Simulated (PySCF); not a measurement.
# HfHOH: structure of the singlet

Aim: relax HfHOH as a singlet from a linear start, check by its vibrations whether the end is a minimum, and collect its spectrum and constants.

Program: PySCF 2.14.0. Level of theory: PBE0, basis Hf def2-TZVP with ECP60, H def2-TZVP, O def2-TZVP, scalar-relativistic core potentials, no spin–orbit coupling, density fitting. These are calculated values, not measurements.

### Step 1. The starting structure

4 atoms, charge 0, spin multiplicity 1.

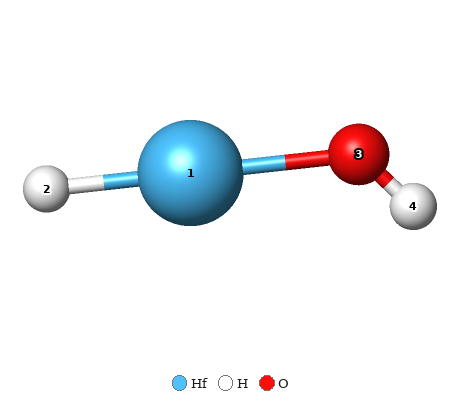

Start geometry, drawn with hafnium blue, hydrogen white, oxygen red; atoms are numbered from 1 in the order of the file.

```xyz
4
charge 0 multiplicity 1
Hf    0.0000    0.0000    0.0000
H     0.0000    0.0000    1.8400
O     0.0000    0.0000   -2.1500
H     0.7354    0.0000   -2.7671
```

### Step 2. First SCF at the start

One driver script runs all steps and calls PySCF; scf.py shows how it sets up the SCF of each step. The optimiser is the driver's own. After this first run the driver tries any further starts and a stability analysis.

Input file scf.py:

```python
from pyscf import gto, scf, dft
mol = gto.M(atom='''
Hf     0.000000     0.000000     0.000000
H      0.000000     0.000000     1.840000
O      0.000000     0.000000    -2.150000
H      0.735400     0.000000    -2.767100''',
    basis={'Hf': 'def2-TZVP', 'H': 'def2-TZVP', 'O': 'def2-TZVP'},
    ecp={'Hf': 'def2-TZVP'},
    charge=0, spin=0)
mf = dft.RKS(mol, xc='PBE0')
mf.grids.atom_grid = (50, 194)
aux = {'Hf': 'def2-universal-JKFIT', 'H': 'def2-universal-JKFIT', 'O': 'def2-universal-JKFIT'}
mf = mf.density_fit(auxbasis=aux)
mf.conv_tol = 1e-08
mf.diis_space = 10
mf.max_cycle = 60
mf.init_guess = 'minao'
mf.verbose = 4
mf.kernel()
```

Command:

```
OMP_NUM_THREADS=2 python axn.py task.json out
```

The log of the run:

```text
init E= -106.163581576852
  HOMO = -0.3294567486681  LUMO = -0.279007317905157  gap/eV = 1.37280
cycle= 1 E= -124.15757985054  delta_E=  -18  |g|= 0.865  |ddm|= 5.12
  HOMO = -0.120124610114995  LUMO = -0.0806166842460371  gap/eV = 1.07507
cycle= 2 E= -123.211858809189  delta_E= 0.946  |g|= 2.22  |ddm|= 1.65
  HOMO = -0.17041901398612  LUMO = -0.0528679782610434  gap/eV = 3.19873
cycle= 3 E= -124.28285676395  delta_E= -1.07  |g|= 0.231  |ddm|= 1.23
  HOMO = -0.222408615167186  LUMO = -0.121326258471732  gap/eV = 2.75059
cycle= 4 E= -124.300154182969  delta_E= -0.0173  |g|= 0.0693  |ddm|= 0.525
  HOMO = -0.211300115639038  LUMO = -0.104872866092052  gap/eV = 2.89603
cycle= 5 E= -124.301496061277  delta_E= -0.00134  |g|= 0.015  |ddm|= 0.119
  HOMO = -0.211416256130885  LUMO = -0.105086124360702  gap/eV = 2.89339
cycle= 6 E= -124.301553577787  delta_E= -5.75e-05  |g|= 0.00403  |ddm|= 0.0149
  HOMO = -0.211250173391313  LUMO = -0.104804362187934  gap/eV = 2.89654
cycle= 7 E= -124.301557897232  delta_E= -4.32e-06  |g|= 0.000855  |ddm|= 0.00513
  HOMO = -0.21122052682658  LUMO = -0.104733026808994  gap/eV = 2.89767
cycle= 8 E= -124.301558208235  delta_E= -3.11e-07  |g|= 0.000323  |ddm|= 0.00188
  HOMO = -0.211235140446615  LUMO = -0.104745953890936  gap/eV = 2.89772
cycle= 9 E= -124.301558284714  delta_E= -7.65e-08  |g|= 0.000117  |ddm|= 0.000769
  HOMO = -0.211240085777447  LUMO = -0.104752513257602  gap/eV = 2.89767
cycle= 10 E= -124.301558317057  delta_E= -3.23e-08  |g|= 4.37e-05  |ddm|= 0.000638
  HOMO = -0.211237181302902  LUMO = -0.104747681347292  gap/eV = 2.89773
cycle= 11 E= -124.301558326881  delta_E= -9.82e-09  |g|= 1.96e-05  |ddm|= 0.000462
  HOMO = -0.211236691675182  LUMO = -0.104747281019305  gap/eV = 2.89772
Extra cycle  E= -124.301558327303  delta_E= -4.22e-10  |g|= 3.18e-05  |ddm|= 7.94e-05
converged SCF energy = -124.301558327303
```

This step, with its further starts and checks, ran for 4.2 s (2 threads of Arm Neoverse V2, shared host).

Energies from each starting density:

```tsv
start	energy (Eh)
the minimal-basis guess	-124.301558
a thermally smeared density	-124.301558
a smeared PBE density	-124.301558
```

No lower closed-shell solution turned up from the other starts or in the test of internal stability.

### Step 3. Linear start, singlet: relaxation

The program finds Cs symmetry in the start, which this walk keeps.

Edit scf.py of step 2 so:

```diff
@@ -3,4 +3,4 @@
-Hf     0.000000     0.000000     0.000000
-H      0.000000     0.000000     1.840000
-O      0.000000     0.000000    -2.150000
-H      0.735400     0.000000    -2.767100''',
+Hf    -0.003744     0.000000     0.178440
+H     -0.003744     0.000000     2.018440
+O     -0.003744     0.000000    -1.971560
+H      0.731656     0.000000    -2.588660''',
@@ -17 +16,0 @@
-mf.init_guess = 'minao'
```

The optimiser's trace:

```tsv
step	energy (Eh)	change (kJ/mol)	largest symmetric gradient (Eh/bohr)
0	-124.301558	0.00	0.06689
1	-124.313838	-32.24	0.04182
2	-124.319904	-48.17	0.05495
3	-124.325791	-63.62	0.01483
4	-124.329023	-72.11	0.01354
5	-124.330133	-75.02	0.01303
6	-124.332077	-80.13	0.00642
7	-124.332845	-82.14	0.00639
8	-124.333255	-83.22	0.00489
9	-124.333546	-83.98	0.00309
10	-124.333779	-84.60	0.00863
11	-124.334008	-85.20	0.00931
12	-124.334204	-85.71	0.00289
13	-124.334213	-85.74	0.00110
14	-124.334221	-85.76	0.00036
15	-124.334223	-85.76	0.00023
```

The walk took 18 s.

Geometry (Å) and forces (eV/Å) at some steps:

```
step 0
Hf  -0.004   0.000   0.178  -0.433   0.000  -3.440
H   -0.004   0.000   2.018   0.185   0.000   0.437
O   -0.004   0.000  -1.972   0.449   0.000   3.096
H    0.732   0.000  -2.589  -0.201   0.000  -0.094
step 1
Hf  -0.028   0.000   0.125  -0.605   0.000  -2.151
H    0.012   0.000   1.984   0.259   0.000   0.390
O    0.016   0.000  -1.906   0.862   0.000   1.726
H    0.721   0.000  -2.566  -0.516   0.000   0.034
step 8
Hf  -0.530   0.000   0.054   0.018   0.000  -0.063
H    0.290   0.000   1.718   0.049   0.000   0.007
O    0.196   0.000  -1.686  -0.252   0.000   0.043
H    0.764   0.000  -2.449   0.185   0.000   0.013
step 15
Hf  -0.570   0.000   0.039  -0.003   0.000  -0.004
H    0.355   0.000   1.643   0.000   0.000   0.002
O    0.089   0.000  -1.731   0.013   0.000  -0.010
H    0.847   0.000  -2.314  -0.010   0.000   0.012
```

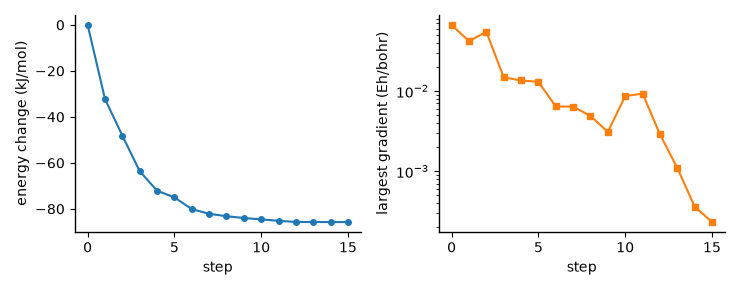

How energy and gradient fall.

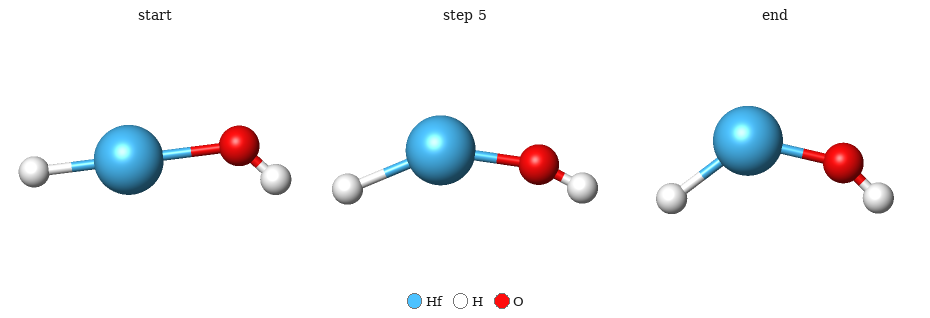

Start and end of the relaxation, with a step between.

It settles in Cs symmetry, 85.8 kJ/mol below the start, after 15 steps: Hf–H 1.851 Å, Hf–O 1.889 Å, O–H 0.956 Å; H–Hf–O 129.6°, H–O–Hf 148.0°.

### Step 4. Is it a minimum? Harmonic modes

On the finer grid the gradient is checked again; gradients at displacements of ±0.02 bohr then give force constants and infrared intensities.

Edit scf.py of step 3 so:

```diff
@@ -3,4 +3,4 @@
-Hf    -0.003744     0.000000     0.178440
-H     -0.003744     0.000000     2.018440
-O     -0.003744     0.000000    -1.971560
-H      0.731656     0.000000    -2.588660''',
+Hf    -0.065093     0.000000     0.146529
+H      0.859807     0.000000     1.750831
+O      0.592815     0.000000    -1.624823
+H      1.352141     0.000000    -2.205072''',
@@ -11 +11 @@
-mf.grids.atom_grid = (50, 194)
+mf.grids.atom_grid = (75, 302)
@@ -14 +14 @@
-mf.conv_tol = 1e-08
+mf.conv_tol = 1e-10
```

This SCF starts from the last density.

Log of the central SCF (cycles and frontier levels):

```text
init E= -124.334243432648
  HOMO = -0.179835212049358  LUMO = -0.0724633890374024  gap/eV = 2.92174
cycle= 1 E= -124.334243432647  delta_E= 1.31e-12  |g|= 1.33e-06  |ddm|= 3.11e-06
  HOMO = -0.179834988981906  LUMO = -0.0724630541915751  gap/eV = 2.92174
Extra cycle  E= -124.334243432647  delta_E= 3.41e-13  |g|= 1.44e-06  |ddm|= 3.32e-06
converged SCF energy = -124.334243432647
```

The whole step took 33 s.

Geometry: Cs; Hf–H 1.852 Å, Hf–O 1.890 Å, O–H 0.956 Å; H–Hf–O 129.7°, H–O–Hf 147.8°.

Modes, for the most abundant isotopes:

| symmetry | ω (cm⁻¹) | IR (km/mol) | μ (u) |
| --- | --- | --- | --- |
| a' | 332 | 14.9 | 1.06 |
| a'' | 432 | 89.6 | 1.16 |
| a' | 440 | 138 | 1.19 |
| a' | 714 | 69.8 | 6.91 |
| a' | 1678 | 290 | 1.01 |
| a' | 3958 | 237 | 1.07 |

Every mode is real; the point is a minimum.

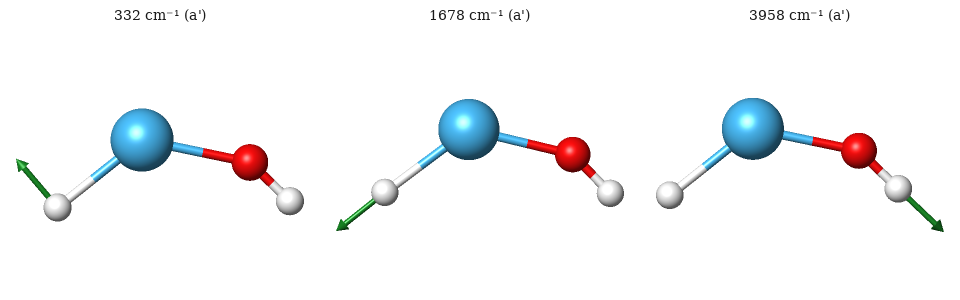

How the atoms move in 3 of the modes.

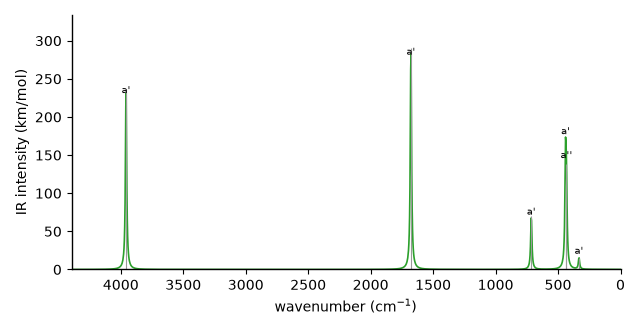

The harmonic infrared spectrum (widths in cm⁻¹). Lines are broadened to a width of 12 cm⁻¹ (Lorentzian).

Properties at this point:

* Dipole moment: 1.33 D
* Highest occupied level: -4.89 eV
* Lowest empty level: -1.97 eV
* Rotational constants: 7.38, 0.2774, 0.2674 cm⁻¹
* Zero-point energy: 45.2 kJ/mol
* Principal polarisabilities: 61.2, 81.6, 86.6 bohr³
* Atomisation energy without zero-point energy: 1237 kJ/mol
* Principal traceless quadrupole moments about the centre of mass: -6.91, -2.49, 9.41 D Å
* Entropy at 298.15 K and 1 bar: 274.5 J/(mol K)
* Heat capacity Cp at 298.15 K: 55.2 J/(mol K)
* Enthalpy at 298.15 K above 0 K: 12.65 kJ/mol
* Rotational symmetry number: 1

Charges (e) and bond orders:

```json
{"atom": "Hf1", "Mulliken": "0.48", "Löwdin": "0.33", "polar tensor": "0.59", "Mayer order to Hf1": "–"}
{"atom": "H2", "Mulliken": "-0.18", "Löwdin": "-0.20", "polar tensor": "-0.23", "Mayer order to Hf1": "0.94"}
{"atom": "O3", "Mulliken": "-0.63", "Löwdin": "-0.28", "polar tensor": "-0.70", "Mayer order to Hf1": "1.18"}
{"atom": "H4", "Mulliken": "0.34", "Löwdin": "0.16", "polar tensor": "0.35", "Mayer order to Hf1": "0.03"}
```

Outer orbital energies (eV). occupied: -36.88, -36.85, -27.44, -14.53, -10.33, -10.17, -8.26, -4.89; empty: -1.97, -1.95, -1.14, -0.97.

Mulliken populations on Hf1 (outside its core potential): s 3.55, p 6.31, d 1.61, f 0.06.

### Step 5. A spin-polarised start

A stability analysis found the closed shell of the lowest minimum unstable towards spin polarisation, so the unrestricted solution is followed.

The program finds Cs symmetry in the start, which may break. Threshold on the gradient: 0.0003 Eh/bohr, with a further test on the energy change.

Edit scf.py of step 4 so:

```diff
@@ -3,4 +3,4 @@
-Hf    -0.065093     0.000000     0.146529
-H      0.859807     0.000000     1.750831
-O      0.592815     0.000000    -1.624823
-H      1.352141     0.000000    -2.205072''',
+Hf    -0.065083     0.000000     0.146930
+H      0.859818     0.000000     1.751232
+O      0.592825     0.000000    -1.624422
+H      1.352151     0.000000    -2.204672''',
@@ -10,2 +10,2 @@
-mf = dft.RKS(mol, xc='PBE0')
-mf.grids.atom_grid = (75, 302)
+mf = dft.UKS(mol, xc='PBE0')
+mf.grids.atom_grid = (50, 194)
@@ -14 +14 @@
-mf.conv_tol = 1e-10
+mf.conv_tol = 1e-08
```

The optimiser's trace:

```tsv
step	energy (Eh)	change (kJ/mol)	largest gradient (Eh/bohr)
0	-124.337586	0.00	0.00486
1	-124.337665	-0.21	0.00171
2	-124.337705	-0.31	0.00124
3	-124.337714	-0.34	0.00115
4	-124.337726	-0.37	0.00113
5	-124.337731	-0.38	0.00043
6	-124.337734	-0.39	0.00036
7	-124.337734	-0.39	0.00022
```

The walk took 13 s.

Geometry (Å) and forces (eV/Å) at some steps:

```
step 0
Hf  -0.065   0.000   0.147  -0.119   0.000   0.116
H    0.860   0.000   1.751   0.044   0.000   0.141
O    0.593   0.000  -1.624   0.087   0.000  -0.250
H    1.352   0.000  -2.205  -0.012   0.000  -0.007
step 1
Hf  -0.063   0.000   0.149  -0.015   0.000  -0.012
H    0.858   0.000   1.762   0.012   0.000   0.088
O    0.594   0.000  -1.630  -0.020   0.000  -0.049
H    1.352   0.000  -2.211   0.023   0.000  -0.027
step 4
Hf  -0.044  -0.001   0.149   0.054   0.002  -0.022
H    0.844   0.000   1.797  -0.031  -0.001  -0.035
O    0.594   0.001  -1.643  -0.016  -0.003   0.058
H    1.345  -0.001  -2.234  -0.007   0.002  -0.001
step 7
Hf  -0.038   0.000   0.150  -0.009   0.000   0.011
H    0.840   0.000   1.799  -0.002   0.000  -0.001
O    0.596   0.000  -1.642   0.011   0.000  -0.004
H    1.342   0.000  -2.238  -0.001   0.000  -0.006
```

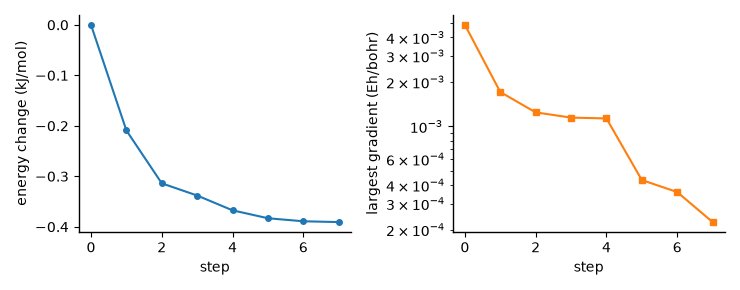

How energy and gradient fall.

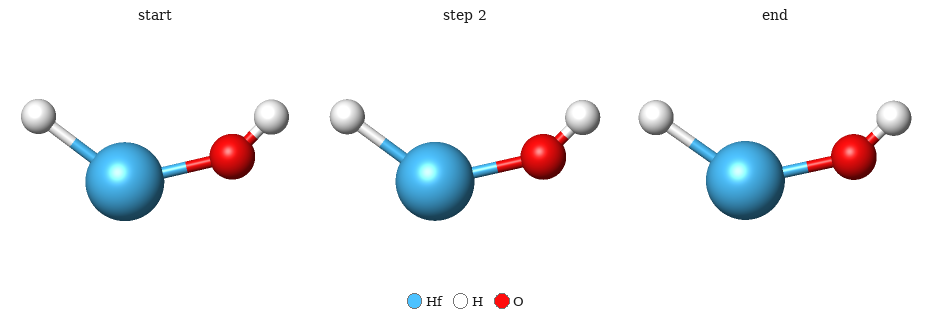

The geometry along the walk, at one scale.

It settles in Cs symmetry, 0.4 kJ/mol below the start, after 7 steps: Hf–H 1.868 Å, Hf–O 1.900 Å, O–H 0.955 Å; H–Hf–O 132.5°, H–O–Hf 148.1°.

### Step 6. Is it a minimum? Harmonic modes

As before: finer grid, then central differences.

Edit scf.py of step 5 so:

```diff
@@ -3,4 +3,4 @@
-Hf    -0.065083     0.000000     0.146930
-H      0.859818     0.000000     1.751232
-O      0.592825     0.000000    -1.624422
-H      1.352151     0.000000    -2.204672''',
+Hf    -0.059134     0.000007     0.149440
+H      0.811559    -0.000114     1.802445
+O      0.573054    -0.000066    -1.642911
+H      1.315128    -0.000158    -2.244767''',
@@ -11 +11 @@
-mf.grids.atom_grid = (50, 194)
+mf.grids.atom_grid = (75, 302)
@@ -14 +14 @@
-mf.conv_tol = 1e-08
+mf.conv_tol = 1e-10
```

Log of the central SCF (cycles and frontier levels):

```text
init E= -124.337764508206
[... the frontier-level lines of each cycle are left out ...]
cycle= 1 E= -124.337764508218  delta_E= -1.16e-11  |g|= 1.54e-06  |ddm|= 7.5e-06
Extra cycle  E= -124.33776450822  delta_E= -2.53e-12  |g|= 2.06e-06  |ddm|= 4.99e-06
converged SCF energy = -124.33776450822  <S^2> = 0.54052046  2S+1 = 1.7782244
```

The whole step ran for 58 s (2 threads of Arm Neoverse V2, shared host).

Geometry: Cs; Hf–H 1.868 Å, Hf–O 1.901 Å, O–H 0.955 Å; H–Hf–O 132.8°, H–O–Hf 148.5°.

Modes, for the most abundant isotopes:

| symmetry | ω (cm⁻¹) | IR (km/mol) |
| --- | --- | --- |
| a' | 342 | 47.0 |
| a' | 444 | 107 |
| a'' | 446 | 92.2 |
| a' | 698 | 78.6 |
| a' | 1643 | 326 |
| a' | 3959 | 211 |

Every mode is real; the point is a minimum.

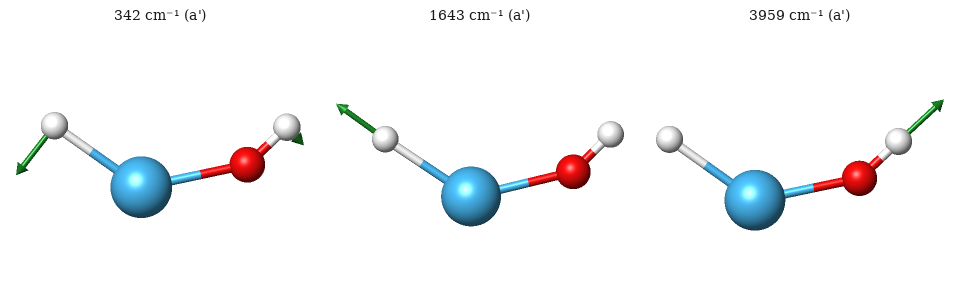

How the atoms move in 3 of the modes.

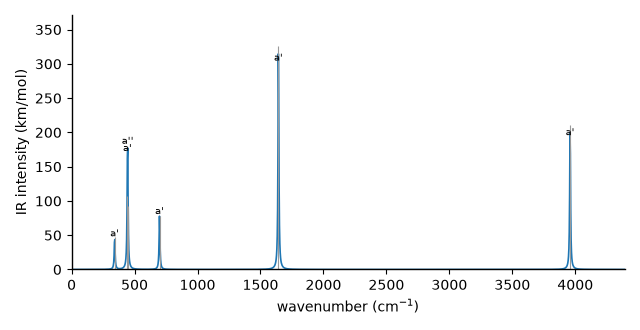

The harmonic infrared spectrum (widths in cm⁻¹). Lines are broadened to a width of 8 cm⁻¹ (Lorentzian).

Constants and moments:

```yaml
Dipole_moment: 1.39 D
Highest_occupied_level: -4.89 eV
Lowest_empty_level: -1.74 eV
Rotational_constants: 7.952, 0.2732, 0.2641 cm⁻¹
Zero-point_energy: 45.0 kJ/mol
Principal_polarisabilities: 58.7, 77.7, 78.2 bohr³
Atomisation_energy_without_zero-point_energy: 1246 kJ/mol
Principal_traceless_quadrupole_moments_about_the_centre_of_mass: -8.08, -0.59, 8.67 D Å
Entropy_at_298.15_K_and_1_bar: 274.0 J/(mol K)
Heat_capacity_Cp_at_298.15_K: 55.1 J/(mol K)
Enthalpy_at_298.15_K_above_0_K: 12.60 kJ/mol
Rotational_symmetry_number: 1
Spin_squared_⟨S²⟩: 0.541
```

Charges (e) and bond orders:

```tsv
atom	Mulliken	Löwdin	polar tensor	spin (Mulliken)	Mayer order to Hf1
Hf1	0.51	0.35	0.59	0.03	–
H2	-0.19	-0.21	-0.24	-0.02	0.93
O3	-0.65	-0.29	-0.69	-0.01	1.15
H4	0.33	0.16	0.33	0.00	0.03
```

Mulliken populations on Hf1 (outside its core potential): s 3.36, p 6.32, d 1.75, f 0.06.

### Step 7. The points found, side by side

| spin | group | bonds | imaginary modes (cm⁻¹) | ΔE (kJ/mol) | with zero-point energy |
| --- | --- | --- | --- | --- | --- |
| broken-symmetry (Ms = 0) | Cs | Hf–H 1.868 Å, Hf–O 1.901 Å, O–H 0.955 Å | none | 0.0 | 0.0 |
| singlet | Cs | Hf–H 1.852 Å, Hf–O 1.890 Å, O–H 0.956 Å | none | 9.2 | 9.4 |

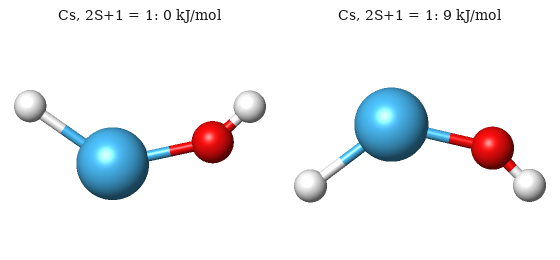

The points, lowest first (hafnium blue, hydrogen white, oxygen red).

### Step 8. What came out

```
                                          quantity                                                                  value
                                           minimum                                           broken-symmetry (Ms = 0), Cs
                                          geometry  Hf–H 1.868 Å, Hf–O 1.901 Å, O–H 0.955 Å; H–Hf–O 132.8°, H–O–Hf 148.5°
                                wavenumbers (cm⁻¹)          342 (a'), 444 (a'), 446 (a''), 698 (a'), 1643 (a'), 3959 (a')
                                     dipole moment                                                                 1.39 D
highest occupied, lowest empty level (either spin)                                                        -4.89, -1.74 eV
                        polar-tensor charge of Hf1                                                                +0.59 e
                                 zero-point energy                                                            45.0 kJ/mol
                               entropy at 298.15 K                                                        274.0 J/(mol K)
         atomisation energy (no zero-point energy)                                                            1246 kJ/mol
                                              ⟨S²⟩                                                                  0.541
```

What this shows: The linear start keeps its Cs symmetry and ends in a minimum. The determinant is spin-contaminated (⟨S²⟩ = 0.54 against 0.00), so it is no pure spin state. The strongest infrared band lies at 1643 cm⁻¹ (a'). Only this shape and spin were tried, so other structures or states may lie lower. Spin–orbit coupling, left out here, can matter for elements this heavy.

The search up to here took 2.1 min.
